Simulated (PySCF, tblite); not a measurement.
# CH6FSi3 radical: geometry, infrared bands and EPR parameters

What infrared bands and EPR parameters should CH6FSi3 radical (`F[SiH]1[SiH2][CH][SiH2]1`) show?

Computed with tblite 0.8.0 and PySCF 2.14.0, with density-fitted response routines of our own, on a single molecule in the gas phase. Atoms are numbered from 0 throughout.

### 1 The molecule as given

11 atoms, charge 0, multiplicity 2; geometry from: force field or distance geometry start.

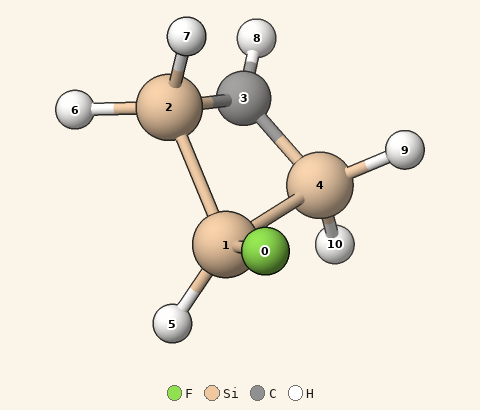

As it starts; fluorine green, silicon light orange, carbon grey, hydrogen white, atoms numbered.

### 2 Relaxing the molecule with GFN2-xTB

Job settings and geometry (Å):

```
{"job": {"kind": "relax", "xc": "GFN2-xTB", "basis": "xTB"}, "charge": 0, "multiplicity": 2}
F      0.219000     2.583000    -0.856700
Si     0.118900     1.017600    -1.139100
Si     1.345300    -0.278200     0.295500
C     -0.119200    -1.168600     0.798600
Si    -1.385600    -0.101700     0.156600
H      0.172600     0.661900    -2.582800
H      2.317600    -1.160100    -0.385000
H      1.949600     0.458100     1.439500
H     -0.200700    -1.852700     1.646200
H     -2.014200     0.706000     1.231800
H     -2.397800    -0.862600    -0.630600
```

Started as:

```
> OMP_NUM_THREADS=1 python probes_run.py task.json out
```

One launch serves the whole session: the jobs run in the order shown.

**Question.** This job is followed by: GFN2-xTB harmonic vibrations, gas phase; UKS B3LYP, pcH-1 on C F H Si, non-relativistic, mean-field spin-orbit, GIAO. Predict these results of the whole session: strongest single infrared mode (GFN2-xTB); zero-point energy (GFN2-xTB); g(iso) (B3LYP); ⟨S²⟩; largest a(iso) (averaged by class); surface potential, least and greatest.

As calculated:

| quantity | value |
| --- | --- |
| strongest single infrared mode (GFN2-xTB) | 2115 cm⁻¹, 614 km/mol |
| zero-point energy (GFN2-xTB) | 34.9 kcal/mol |
| g(iso) (B3LYP) | 2.00273 |
| ⟨S²⟩ | 0.755 (exact 0.75) |
| largest a(iso) (averaged by class) | 1H on H6, H10, 82.5 MHz |
| surface potential, least and greatest | -1.23 V and 1.57 V |

The optimisation took 71 steps and gained 0.720 eV; among the close pairs (by a distance rule), Si1–Si4 changed most, from 2.279 to 2.372 Å. All 27 modes are real, so the xTB geometry is a minimum. The strongest single mode, at 2115 cm⁻¹, moves mainly H7. Unscaled tight-binding wavenumbers are off by several per cent, some by more. Its intensities can rank the bands wrongly. C3 carries the largest spin population, 0.94 e. The isotropic g lies 0.4 ppt above the free-electron value.
